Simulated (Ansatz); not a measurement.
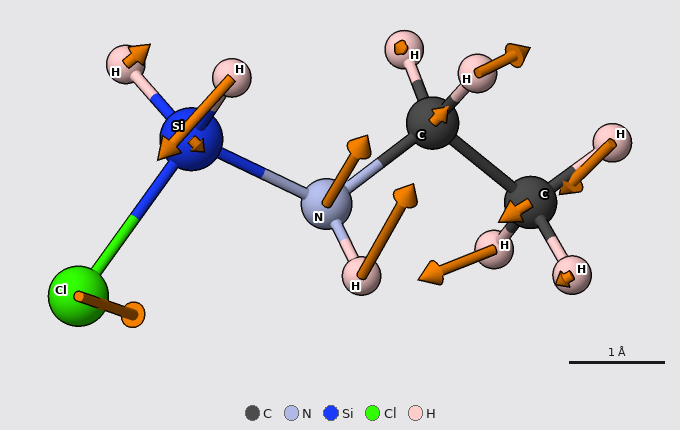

A relaxation of C₂H₈ClNSi (coarse preliminary run). The starting structure is drawn; orange arrows show the displacements, at their true length. The two geometries are superimposed by the best rigid fit.

The picture is a ball-and-stick view, seen at a tilt.

The start comes from a force field.

Theory: Ansatz, RKS PBE-D4/def2-SVP.

Input
```yaml
crystal:
  periodic: [false, false, false]
  atoms:
    - {symbol: C, position_ang: [-0.275600, 0.147000, 1.967900]}
    - {symbol: C, position_ang: [0.384200, 0.405700, 0.627500]}
    - {symbol: N, position_ang: [-0.296100, -0.364000, -0.434500]}
    - {symbol: Si, position_ang: [0.336600, -0.435900, -2.037200]}
    - {symbol: Cl, position_ang: [-1.058600, -1.579800, -3.120100]}
    - {symbol: H, position_ang: [-1.367900, 0.536100, 1.904400]}
    - {symbol: H, position_ang: [0.197800, 0.767000, 2.750600]}
    - {symbol: H, position_ang: [-0.270900, -0.847300, 2.238700]}
    - {symbol: H, position_ang: [1.439800, 0.121000, 0.779100]}
    - {symbol: H, position_ang: [0.374300, 1.479200, 0.408700]}
    - {symbol: H, position_ang: [-1.269600, -0.160800, -0.407500]}
    - {symbol: H, position_ang: [0.270300, 0.935900, -2.562900]}
    - {symbol: H, position_ang: [1.556100, -1.038700, -2.099700]}
basis:
  gaussian: {orbitals: def2-SVP}
hamiltonian: {xc: pbe, dispersion: d4}
relax: {f_tol: 0.03, max_steps: 200}
```

What did the optimiser do to the structure, and how much energy did it gain?

After 19 geometry steps the energy has fallen by 73.9 kJ/mol. Largest force component: 3.9 eV/Å at the start, 0.018 eV/Å at the end. Cl5 moves most after the best rigid fit: 1.71 Å. Largest moves by element: Cl 1.71 Å, H 1.48 Å, N 1.14 Å, C 0.41 Å, Si 0.21 Å. Some distances before and after: Si4–H13 1.362 → 1.498 Å, C1–H8 1.031 → 1.109 Å, C1–H6 1.161 → 1.110 Å, N3–H11 0.995 → 1.025 Å. Bond angles that change, for instance: N3–Si4–Cl5 104.9° → 115.3°, N3–C2–H9 113.9° → 107.6°, C1–C2–H9 104.5° → 109.7°. The run took about 90 core-seconds on a shared host.
